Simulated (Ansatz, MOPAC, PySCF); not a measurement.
Torsion H3–Si1–S2–H4 in H2SSi (SMILES [SiH]S); at each angle all else is relaxed with GFN2-xTB, and the levels are single points there.
Geometry at 180° (charge 0, multiplicity 1):
```xyz
4

Si     0.9916     0.6971    -0.4429
S     -0.9870     0.4653     0.4142
H      1.4963    -0.5077     0.2472
H     -1.5323     1.5298    -0.1608
```
Energies count from the point at 180°.

Cores are frozen in the correlated methods. CBS: X⁻³ extrapolation of the correlation energy, Hartree–Fock from the larger set. Rows in 6-31G* carry no dispersion term and start afresh at each structure (6-31G* with six Cartesian d functions). The state that PM6 reach isn't checked.

Codes used: Ansatz (Gaussian orbitals); MOPAC for PM6 (differences of heats of formation); PySCF for 6-31G* rows, the dispersion terms. 

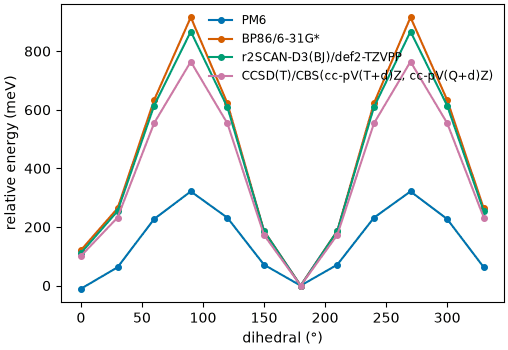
Figure: Relative energy along the coordinate

Q: Read off the PM6 curve at dihedral = 150.

A: about 71 meV

Ansatz is an electronic-structure program.
